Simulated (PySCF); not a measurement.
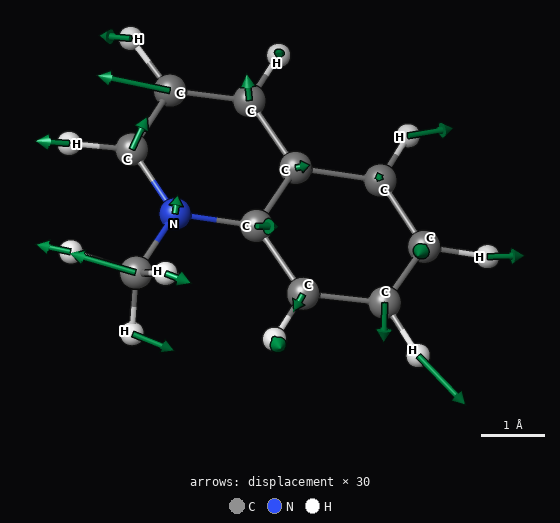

This is a relaxation of C$_{10}$H$_{10}$N (charge +1). The starting structure is drawn; green arrows show the displacements, magnified 30 times. The two geometries are superimposed by the best rigid fit.

A ball-and-stick model, seen at a tilt.

The start comes from GFN2-xTB. Its atoms were then displaced at random by about 0.01 Å.

Level of theory: PySCF 2.14.0, density-fitted response routines, PBE0-D3(BJ)/def2-SVP geometry optimisation, gas phase. 

### What happened in the run?

The atom that moves furthest after the best rigid fit is a C atom (0.042 Å). By element the largest moves are C 0.042 Å, H 0.038 Å, N 0.011 Å. Near-neighbour distances that change, for instance: C–C 1.342 → 1.379 Å, C–C 1.427 → 1.393 Å, C–H 1.064 → 1.092 Å, C–N 1.445 → 1.463 Å. Bond angles that change, for instance: H–C–H 106.0° → 109.1°, H–C–H 112.8° → 109.8°, C–C–H 116.4° → 119.2°. The energy falls by 18.3 kJ/mol in 6 geometry steps. Cost: 5.4 min on 1 thread of AMD EPYC (shared host).
